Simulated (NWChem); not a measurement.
# CH7BGeO2 (SMILES [CH3][GeH2][B](O)O): levels of theory compared

Aim: a comparison of 4 runs (HF/STO-3G, HF/3-21G, B3LYP/6-31G*) of CH7BGeO2. 

The results are computed with NWChem 7.3.0.

## (1) The structure to begin with

CH7BGeO2 has 12 atoms, charge 0, and is taken as a singlet. SMILES: `[CH3][GeH2][B](O)O`. Geometry: relaxed at PBE0-D4/def2-TZVP. This is one conformer, not always the lowest.

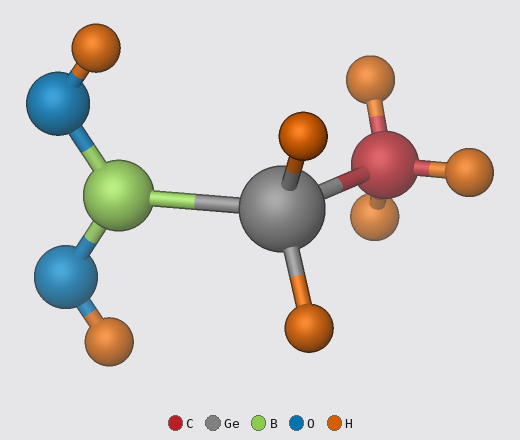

Viewed from a chosen angle; carbon red, germanium grey, boron green, oxygen blue, hydrogen orange.

## (2) Energy and forces at HF/STO-3G (run 1)

The input, struct.nw:

```
start struct
memory total 2200 mb
geometry noautosym nocenter noautoz
 C     -1.224400     1.398300    -0.134700
 Ge     0.359800     0.506900     0.608900
 B      0.697000    -1.360200    -0.273600
 O      0.199800    -2.513200     0.248000
 O      1.406000    -1.509800    -1.424300
 H     -1.375600     2.365400     0.345300
 H     -2.113300     0.786400     0.024100
 H     -1.102600     1.556300    -1.207200
 H      0.158600     0.356900     2.135000
 H      1.577200     1.437900     0.404300
 H     -0.275200    -2.389100     1.070500
 H      1.769700    -0.690900    -1.762500
end
basis spherical bse
 * library STO-3G
end
scf
 thresh 1e-08
 maxiter 80
end
task scf gradient
```

The run is started by

```bash
$ nwchem struct.nw > struct.out
```

The program printed:

```text
[...]
  functions       =    45
[...]
  wavefunction    = RHF
[...]
         Total SCF energy =  -2265.410510023219
      One-electron energy =  -3856.242246838181
      Two-electron energy =   1249.521108279446
 Nuclear repulsion energy =    341.310628535516
        Time for solution =      7.5s
[...]
                         RHF ENERGY GRADIENTS
    atom               coordinates                        gradient
                 x          y          z           x          y          z
   1 C      -2.313781   2.642404  -0.254546   -0.015945   0.009804  -0.006806
   2 Ge      0.679923   0.957902   1.150654   -0.015531  -0.016940  -0.023354
   3 B       1.317139  -2.570405  -0.517029    0.004540  -0.019498  -0.008141
   4 O       0.377567  -4.749259   0.468652   -0.020266   0.006379   0.032931
   5 O       2.656955  -2.853108  -2.691537    0.013464   0.034497  -0.013771
   6 H      -2.599507   4.469958   0.652522    0.001341   0.006003   0.004790
   7 H      -3.993558   1.486081   0.045542   -0.004453  -0.006518   0.002151
   8 H      -2.083612   2.940981  -2.281277    0.003383  -0.000449  -0.007499
   9 H       0.299711   0.674443   4.034565   -0.004799  -0.004147   0.041194
  10 H       2.980476   2.717237   0.764016    0.033036   0.024764  -0.005043
  11 H      -0.520053  -4.514744   2.022952    0.014320  -0.007111  -0.024405
[...]
```

Wall time 11 s (1 thread of Intel Xeon Platinum 8259CL at 2.50GHz (Skylake/Cascade Lake), shared host); peak memory 0.1 GiB.

## (3) Energy and gradient at HF/3-21G (run 2)

The input, run.py:

```python
from ase import Atoms
from ase.calculators.nwchem import NWChem

mol = Atoms(['C', 'Ge', 'B', 'O', 'O', 'H', 'H', 'H', 'H', 'H', 'H', 'H'], positions=[
    [-1.224400, 1.398300, -0.134700],
    [0.359800, 0.506900, 0.608900],
    [0.697000, -1.360200, -0.273600],
    [0.199800, -2.513200, 0.248000],
    [1.406000, -1.509800, -1.424300],
    [-1.375600, 2.365400, 0.345300],
    [-2.113300, 0.786400, 0.024100],
    [-1.102600, 1.556300, -1.207200],
    [0.158600, 0.356900, 2.135000],
    [1.577200, 1.437900, 0.404300],
    [-0.275200, -2.389100, 1.070500],
    [1.769700, -0.690900, -1.762500],
])

calc = NWChem(
    label='geom',
    theory='scf',
    memory='2200 mb',
    basis='3-21G',
    basispar='spherical bse',
    scf={'nopen': '0', 'rhf': None, 'thresh': '1e-08', 'maxiter': '80'},
)
mol.calc = calc

forces = mol.get_forces()
print("Total energy (eV):", round(mol.get_potential_energy(), 6))
print("forces (eV/A):")
for s, f in zip(mol.symbols, forces):
    print(f"{s:2s} {f[0]:10.5f} {f[1]:10.5f} {f[2]:10.5f}")
print("dipole (e A):", mol.get_dipole_moment().round(4))
```

The run is started by

```bash
$ export ASE_NWCHEM_COMMAND="nwchem PREFIX.nwi > PREFIX.nwo"
$ python run.py
```

The program printed:

```text
Total energy (eV): -62058.218011
forces (eV/A):
C    -0.16244    0.05903   -0.10377
Ge    0.07693    0.20019    0.18964
B    -0.03147    0.17617    0.08485
O    -0.40397   -0.27141    0.58179
O     0.39122    0.38813   -0.51772
H    -0.02252   -0.21829   -0.15365
H     0.13987    0.20466   -0.06623
H    -0.10542    0.01563    0.23376
H    -0.02443   -0.05780    0.04119
H     0.05101    0.00478   -0.05615
H    -0.26488   -0.51206    0.31311
H     0.35599    0.01106   -0.54682
dipole (e A): [-0.1638  0.5083  0.1742]
```

The calculator wrote geom.nwi:

```
title "geom"

permanent_dir geom

scratch_dir geom

start geom

geometry units angstrom nocenter noautosym noautoz
  C  -1.2243999999999999e+00 1.3983000000000001e+00 -1.3469999999999999e-01
  Ge 3.5980000000000001e-01 5.0690000000000002e-01 6.0890000000000000e-01
  B  6.9699999999999995e-01 -1.3602000000000001e+00 -2.7360000000000001e-01
  O  1.9980000000000001e-01 -2.5131999999999999e+00 2.4800000000000000e-01
  O  1.4059999999999999e+00 -1.5098000000000000e+00 -1.4242999999999999e+00
  H  -1.3755999999999999e+00 2.3654000000000002e+00 3.4530000000000000e-01
  H  -2.1133000000000002e+00 7.8639999999999999e-01 2.4100000000000000e-02
  H  -1.1026000000000000e+00 1.5563000000000000e+00 -1.2072000000000001e+00
  H  1.5859999999999999e-01 3.5690000000000000e-01 2.1349999999999998e+00
  H  1.5771999999999999e+00 1.4379000000000000e+00 4.0429999999999999e-01
  H  -2.7520000000000000e-01 -2.3891000000000000e+00 1.0705000000000000e+00
  H  1.7697000000000001e+00 -6.9089999999999996e-01 -1.7625000000000000e+00
end

memory 2200 mb

basis spherical bse noprint
   * library 3-21G
end

scf
  nopen 0
  rhf
  thresh 1e-08
  maxiter 80
end

task scf gradient
```

geom.nwo:

```text
Northwest Computational Chemistry Package (NWChem) 7.3.0
             --------------------------------------------------------

           Job information
           ---------------

    nwchem branch   = 7.3.0
    use scalapack   = T
    input           = geom.nwi
    prefix          = geom.
    data base       = geom/geom.db
    status          = startup
    nproc           =        1

           Memory information
           ------------------

    heap     =     72089600 doubles =      550.0 Mbytes
    stack    =     72089597 doubles =      550.0 Mbytes
    global   =    144179200 doubles =     1100.0 Mbytes (distinct from heap & stack)
    total    =    288358397 doubles =     2200.0 Mbytes
    verify   = yes
    hardfail = no

           Directory information
           ---------------------

  0 permanent = geom
  0 scratch   = geom

                                NWChem Input Module
                                -------------------

                                       geom
                                       ----

[... 131 lines left out ...]
 Convergence threshold     :          1.000E-08
[... 12 lines left out ...]
       Final RHF  results
[... 3 lines left out ...]
      One-electron energy =  -3858.454820270537
[... 1 line left out ...]
 Nuclear repulsion energy =    341.310628535515
[... 51 lines left out ...]
                       ROHF Final Molecular Orbital Analysis
[... 254 lines left out ...]
     1   1 0 0     -0.309547      0.000000     36.164442
[... 8 lines of this table left out ...]
     2   0 0 2    -31.792840      0.000000    141.484585

                              NWChem Gradients Module
                              -----------------------

                                       geom

  wavefunction    =   RHF

                         RHF ENERGY GRADIENTS

    atom               coordinates                        gradient
                 x          y          z           x          y          z
   1 C      -2.313781   2.642404  -0.254546    0.003159  -0.001148   0.002018
   2 Ge      0.679923   0.957902   1.150654   -0.001496  -0.003893  -0.003688
   3 B       1.317139  -2.570405  -0.517029    0.000612  -0.003426  -0.001650
[... 8 lines of this table left out ...]
  12 H       3.344248  -1.305612  -3.330642   -0.006923  -0.000215   0.010634

                 ----------------------------------------
                 |  Time  |  1-e(secs)   |  2-e(secs)   |
                 ----------------------------------------
                 |  CPU   |       0.01   |       2.67   |
                 ----------------------------------------
                 |  WALL  |       0.01   |       2.67   |
                 ----------------------------------------

 Task  times  cpu:       11.0s     wall:       11.0s
 Total times  cpu:       11.0s     wall:       11.0s
```

Wall time 12 s (1 thread of Intel Xeon Platinum 8259CL at 2.50GHz (Skylake/Cascade Lake), shared host); peak memory 0.1 GiB.

Run 3 isn't shown in full; the table further down has it.

## (4) Energy and gradient at B3LYP/6-31G(d) (Cartesian functions) (run 4)

The input, ch7bgeo2.nw:

```
start ch7bgeo2
title "CH7BGeO2"
memory total 2200 mb
charge 0

geometry noautosym nocenter noautoz
 C       -1.224400       1.398300      -0.134700
 Ge       0.359800       0.506900       0.608900
 B        0.697000      -1.360200      -0.273600
 O        0.199800      -2.513200       0.248000
 O        1.406000      -1.509800      -1.424300
 H       -1.375600       2.365400       0.345300
 H       -2.113300       0.786400       0.024100
 H       -1.102600       1.556300      -1.207200
 H        0.158600       0.356900       2.135000
 H        1.577200       1.437900       0.404300
 H       -0.275200      -2.389100       1.070500
 H        1.769700      -0.690900      -1.762500
end

basis "ao basis"
 * library 6-31G*
end

dft
 xc b3lyp
 grid fine
 convergence energy 1e-08
 iterations 100
 mulliken
end

task dft gradient
```

The run is started by

```bash
$ nwchem ch7bgeo2.nw > ch7bgeo2.out
```

The program printed:

```text
[...]
          Wavefunction type:  closed shell.
          No. of atoms     :    12
          No. of electrons :    66
[...]
          Charge           :     0
          Spin multiplicity:     1
[...]
          AO basis - number of functions:   109
[...]
              XC Information
              --------------
                         B3LYP Method XC Potential
                     Hartree-Fock (Exact) Exchange  0.200
                        Slater Exchange Functional  0.800 local
                    Becke 1988 Exchange Functional  0.720 non-local
              Lee-Yang-Parr Correlation Functional  0.810
                  VWN I RPA Correlation Functional  0.190 local
[...]
 d= 0,ls=0.0,diis     1  -2294.3654005070 -2.64D+03  1.21D-02  1.76D+00     6.5
[...]
 d= 0,ls=0.0,diis    10  -2294.4756495620 -9.94D-10  1.56D-07  8.18D-10    50.5
         Total DFT energy =    -2294.475649561960
      One electron energy =    -3870.514883997610
           Coulomb energy =     1343.144076395329
    Exchange-Corr. energy =     -108.415470495194
 Nuclear repulsion energy =      341.310628535516
[...]
      Total Density - Mulliken Population Analysis
     ---------------------------------------------
    Atom       Charge   Shell Charges
 -----------   ------   -------------------------------------------------------
    1 C    6     6.57   1.99  0.67  2.11  0.66  1.11  0.03
    2 Ge  32    32.19   2.00  1.99  6.00  1.93  5.99  1.31  2.28  0.14  0.41  6.91  2.96  0.27
    3 B    5     4.52   1.99  0.53  1.40  0.24  0.22  0.12
    4 O    8     8.54   1.99  0.90  2.96  0.90  1.76  0.03
    5 O    8     8.54   1.99  0.90  2.96  0.90  1.76  0.03
    6 H    1     0.83   0.52  0.31
    7 H    1     0.84   0.52  0.31
    8 H    1     0.84   0.52  0.31
    9 H    1     1.00   0.49  0.50
   10 H    1     0.99   0.49  0.50
[...]
  wavefunction    = closed shell
                         DFT ENERGY GRADIENTS
    atom               coordinates                        gradient
                 x          y          z           x          y          z
   1 C      -2.313781   2.642404  -0.254546    0.002319  -0.001938   0.000758
   2 Ge      0.679923   0.957902   1.150654   -0.001996   0.003195   0.000306
   3 B       1.317139  -2.570405  -0.517029   -0.000262  -0.002194  -0.001494
   4 O       0.377567  -4.749259   0.468652   -0.001803   0.005499   0.004751
   5 O       2.656955  -2.853108  -2.691537    0.000343   0.007313   0.001756
   6 H      -2.599507   4.469958   0.652522    0.000648  -0.001940  -0.000692
   7 H      -3.993558   1.486081   0.045542    0.001851   0.000941  -0.000306
   8 H      -2.083612   2.940981  -2.281277   -0.000067  -0.000494   0.001997
   9 H       0.299711   0.674443   4.034565    0.000207  -0.000242  -0.002815
  10 H       2.980476   2.717237   0.764016   -0.002066  -0.001960  -0.000053
  11 H      -0.520053  -4.514744   2.022952    0.003531  -0.001480  -0.006423
[...]
```

Run time: 71 s. Hardware: 1 thread of Intel Xeon Platinum 8259CL at 2.50GHz (Skylake/Cascade Lake), shared host; peak memory 0.13 GiB.

## (5) The series

```
run                               level  iteration cap  module   energy (Eh)  dipole moment (D)  HOMO energy (eV)  LUMO energy (eV)  wall time
  1                           HF/STO-3G             80     scf  -2265.410510               1.51             -8.16              8.82       11 s
  2                            HF/3-21G             80     scf  -2280.597466               2.70            -10.63              3.42       12 s
  3  B3LYP/6-31G* (spherical functions)            100     dft  -2294.466942               1.77             -7.24              0.03       71 s
  4  B3LYP/6-31G* (Cartesian functions)            100     dft  -2294.475650               1.75             -7.26              0.02       71 s
```

## (6) Outcome

| quantity | value |
| --- | --- |
| run 4: total energy | -2294.47565 Eh |
| run 4: dipole moment | 1.75 D |
| run 4: HOMO energy | -7.26 eV |
| run 4: LUMO energy | 0.02 eV |
| run 4: HOMO–LUMO gap | 7.28 eV |
| run 4: largest force on an atom | 0.389 eV/Å |

**Reading.** The dipole moment (its size) runs from 1.51 D (HF/STO-3G) to 2.70 D (HF/3-21G). The HOMO–LUMO gap runs from 7.28 eV (B3LYP/6-31G*) to 16.98 eV (HF/STO-3G). The two ends differ in method and basis. In run 1 the basis is minimal, so the values are rough. All runs together took 2.7 min, the longest 71 s.
